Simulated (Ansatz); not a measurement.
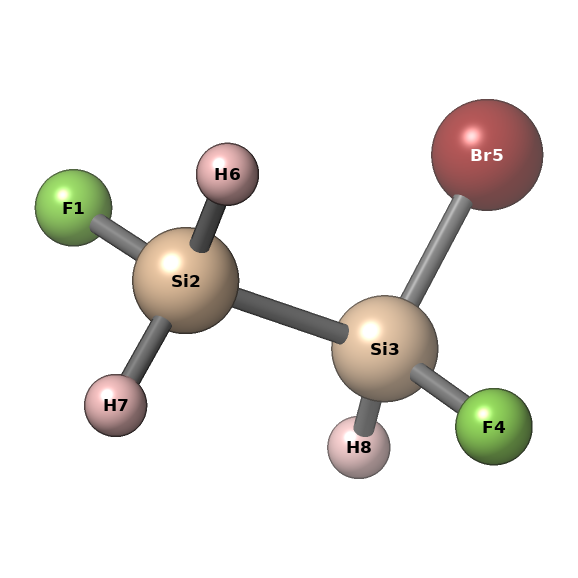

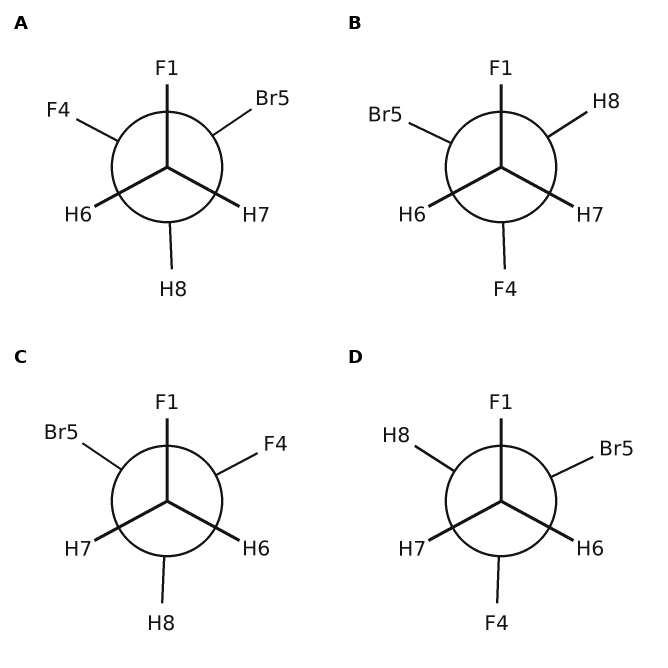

Atoms fade into the background with distance from the viewer. Bonds that would overlap in a projection are set slightly apart. The geometry was computed by an optimisation with PBE-D4/def2-SVP. No frequency run is at hand to confirm it as a minimum.

**Which Newman projection shows the view along Si2–Si3, with Si2 in front?**

D. The torsion angle F1–Si2–Si3–Br5 is 64°, synclinal (gauche).
